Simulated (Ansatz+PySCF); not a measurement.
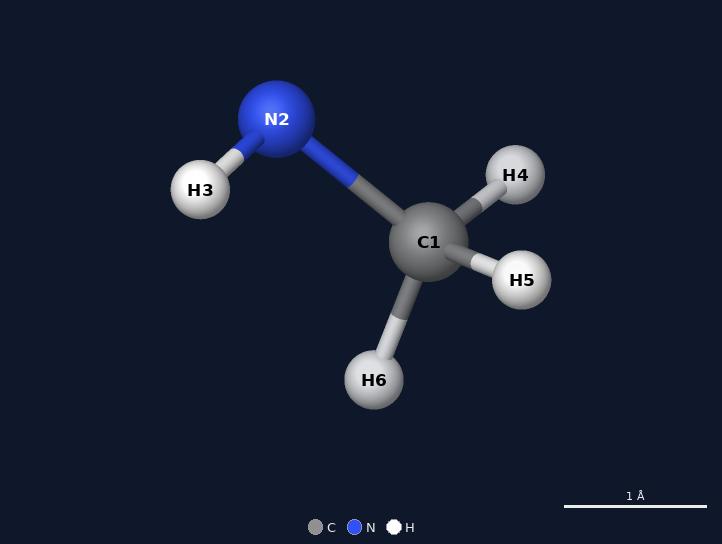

The species is neutral and a spin doublet. Geometry: a fixed input geometry, not necessarily a minimum. Basis: cc-pVTZ. Computed at fixed atoms with Ansatz. R, U and RO name restricted, unrestricted and restricted open-shell orbitals; core potentials come with def2 and Stuttgart sets past Kr, some runs use density fitting (about 1 meV), and each entry rests on the lowest determinant that the runs found.

```xyz
6
charge 0, multiplicity 2
C     0.0000    0.0283   -0.3700
N     0.0000    0.5978    0.9493
H     0.0000   -0.1827    1.6152
H     0.0000    0.8128   -1.1272
H     0.8934   -0.6281   -0.5336
H    -0.8934   -0.6281   -0.5336
```

Give total energies (hartree), correlation energies and ⟨S²⟩ of the determinant for RO-CCSD(T) (2 frozen); RO-MP2 (2 frozen); U-MP2 (2 frozen).

| method | energy (Eh) | correlation (mEh) | ⟨S²⟩ |
| --- | --- | --- | --- |
| U-MP2 (2 frozen) | -94.9851 | -355.4 | 0.76 |
| RO-MP2 (2 frozen) | -94.9857 | -361.6 | 0.75 |
| RO-CCSD(T) (2 frozen) | -95.0279 | -403.8 | 0.75 |
